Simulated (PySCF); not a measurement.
# One shape, several levels: BH2Br (SMILES [H]B([H])Br)

Aim: a comparison of 6 runs (PBE/STO-3G, PBE0/STO-3G, UPBE0/STO-3G, MP2/STO-3G, QCISD(T)/STO-3G, FCI/STO-3G) of BH2Br. Input form: a Python script.

The results are computed with PySCF 2.14.0.

3 further runs of the same task are left out: 3 set aside as unsound or not needed.

**1. Starting point**

BH2Br has 4 atoms, charge 0, and is taken as a singlet. As SMILES, `[H]B([H])Br`. The B1–H2 distance was set to 1.404 Å, away from the relaxed value.

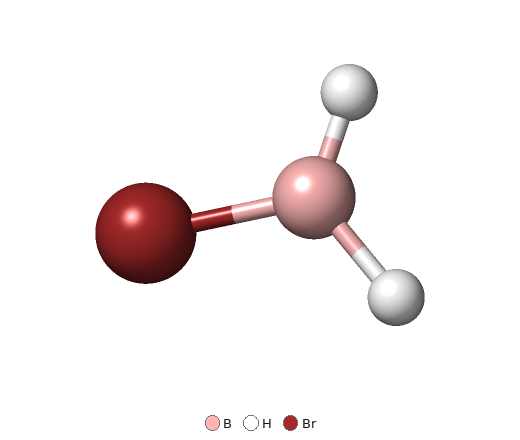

Viewed from a chosen angle; boron pink, hydrogen white, bromine red.

**2. The energy at PBE/STO-3G (run 1)**

Contents of calc.py:

```python
from pyscf import gto, dft

mol = gto.M(
    atom='''
B     -0.269749     0.301016    -0.006746
H      2.380734     0.206112     0.028856
H     -1.368001     2.218767    -0.042065
Br    -2.068352    -2.678439     0.002154
''',
    spin=0,
    basis='sto-3g',
    verbose=4,
    unit='bohr',
    max_memory=1860,
)

calc0 = dft.RKS(mol)
calc0.xc = 'pbe'
calc0.conv_tol = 1e-10
calc0.grids.level = 5
calc0.kernel()
if not calc0.converged:
    calc0 = calc0.newton().run(calc0.mo_coeff, calc0.mo_occ)

e_final = calc0.e_tot
print(f'total energy: {e_final:.8f} hartree')
```

Run with:

```bash
$ OMP_NUM_THREADS=1 python calc.py
```

The program printed:

```text
PySCF version 2.14.0

[... 71 lines left out ...]
converged SCF energy = -2571.24736362577
total energy: -2571.24736363 hartree
```

Wall time 2.2 s (1 thread of Arm Neoverse V2, shared host); peak memory 0.22 GiB.

**3. The energy at PBE0/STO-3G (run 2)**

Contents of run.py:

```python
from pyscf import gto, dft

system = gto.M(
    atom=[
    ('B', (-0.142745, 0.159291, -0.003570)),
    ('H', (1.259830, 0.109070, 0.015270)),
    ('H', (-0.723915, 1.174121, -0.022260)),
    ('Br', (-1.094525, -1.417369, 0.001140)),
],
    basis='sto-3g',
    charge=0,
    verbose=4,
    max_memory=1860,
)

calc0 = dft.RKS(system, xc='pbe0')
calc0.conv_tol = 1e-10
calc0.grids.level = 5
calc0.kernel()
if not calc0.converged:
    calc0 = calc0.newton().run(calc0.mo_coeff, calc0.mo_occ)

energy = calc0.e_tot
print('E = %.10f Eh' % energy)
```

Run with:

```bash
$ OMP_NUM_THREADS=1 python run.py
```

The program printed:

```text
PySCF version 2.14.0

[... 67 lines left out ...]
converged SCF energy = -2571.47761815444
E = -2571.4776181544 Eh
```

Wall time 2.2 s (1 thread of Arm Neoverse V2, shared host); peak memory 0.22 GiB.

Runs 3 to 4 aren't shown in full; the table further down has their settings and results.

**4. A single-point energy at QCISD(T)/STO-3G (run 5)**

Contents of run.py:

```python
from pyscf import gto, cc

system = gto.Mole()
system.atom = '''
B     -0.269749     0.301016    -0.006746
H      2.380734     0.206112     0.028856
H     -1.368001     2.218767    -0.042065
Br    -2.068352    -2.678439     0.002154
'''
system.unit = 'bohr'
system.basis = 'sto-3g'
system.verbose = 3
system.max_memory = 1860
system.build()

myscf = system.RHF()
myscf.conv_tol = 1e-10
myscf.kernel()
if not myscf.converged:
    myscf = myscf.newton().run(myscf.mo_coeff, myscf.mo_occ)

mycc = cc.QCISD(myscf, frozen=10)
mycc.kernel()
e_t = mycc.qcisd_t()
e_tot = mycc.e_tot + e_t
print('E(%s) = %.9f' % ('QCISD(T)', e_tot))
```

Run with:

```bash
$ OMP_NUM_THREADS=1 python run.py
```

The program printed:

```text
converged SCF energy = -2570.18811196059
E(QCISD) = -2570.258148994859  E_corr = -0.07003703427107638
QCISD(T) correction = -0.00122741831565376
E(QCISD(T)) = -2570.259376413
```

Wall time 0.66 s (1 thread of Arm Neoverse V2, shared host); peak memory 0.12 GiB.

**5. The energy at FCI/STO-3G (run 6)**

Contents of start.xyz:

```xyz
4

B     -0.142745     0.159291    -0.003570
H      1.259830     0.109070     0.015270
H     -0.723915     1.174121    -0.022260
Br    -1.094525    -1.417369     0.001140
```

Contents of run.py:

```python
from pyscf import gto, scf, mcscf
from pyscf import fci

mol = gto.M(
    atom='start.xyz',
    basis='sto-3g',
    max_memory=1860,
    verbose=3,
)

mf = scf.RHF(mol)
mf.conv_tol = 1e-10
mf.kernel()
if not mf.converged:
    mf = mf.newton().run(mf.mo_coeff, mf.mo_occ)

cas = mcscf.CASCI(mf, mf.mo_coeff.shape[-1] - 10, (mol.nelec[0] - 10, mol.nelec[1] - 10))  # full CI above the frozen core
cas.fcisolver = fci.direct_spin0.FCI(mol)  # even spin states alone
cas.kernel()
print('<S^2> = %.4f' % cas.fcisolver.spin_square(cas.ci, cas.ncas, cas.nelecas)[0])
e_final = cas.e_tot
print(f'total energy: {e_final:.8f} hartree')
```

Run with:

```bash
$ OMP_NUM_THREADS=1 python run.py
```

The program printed:

```text
converged SCF energy = -2570.18811201019
CASCI E = -2570.25935336241  E(CI) = -177.923197361833  S^2 = 0.0000000
<S^2> = 0.0000
total energy: -2570.25935336 hartree
```

It took 38 s on 1 thread of Arm Neoverse V2, shared host; peak memory 0.52 GiB.

**6. The series**

```tsv
run	level	follow instability	integration grid	energy (Eh)	dipole moment (D) of the reference	HOMO energy (eV)	LUMO energy (eV)	wall time
1	PBE/STO-3G	–	5	-2571.247364	0.32	-4.34	0.06	2.2 s
2	PBE0/STO-3G	–	5	-2571.477618	0.11	-5.70	1.23	2.2 s
3	UPBE0/STO-3G	yes	5	-2571.477618	0.11	-5.70	1.23	7.8 s
4	MP2/STO-3G	–	–	-2570.239009	0.67	-8.67	6.12	0.56 s
5	QCISD(T)/STO-3G	–	–	-2570.259376	0.67	-8.67	6.12	0.66 s
6	FCI/STO-3G	–	–	-2570.259353	0.67	-8.67	6.12	38 s
```

**7. Summary of results**

| quantity | value |
| --- | --- |
| run 6: total energy | -2570.25935 Eh |
| run 6: dipole moment (Hartree–Fock density) | 0.67 D |
| run 6: HOMO energy (Hartree–Fock orbitals) | -8.67 eV |
| run 6: LUMO energy (Hartree–Fock orbitals) | 6.12 eV |
| run 6: HOMO–LUMO gap (Hartree–Fock orbitals) | 14.78 eV |
| run 6: correlation energy (10 core orbitals frozen) | -71.2 mEh |

What this shows: Against full CI in this basis: MP2 +20.3 mEh; QCISD(T) -0.0 mEh. Over runs 1, 2, 3 the dipole moment (its size) runs from 0.11 D (PBE0/STO-3G) to 0.32 D (PBE/STO-3G). Over runs 1, 2, 3 the HOMO–LUMO gap runs from 4.40 eV (PBE/STO-3G) to 6.93 eV (PBE0/STO-3G). Totals of different functionals can't be ranked against each other. In runs 1, 2, 3, 4, 5, 6 the basis is minimal, so the values are rough. All runs together took 52 s, the longest 38 s.
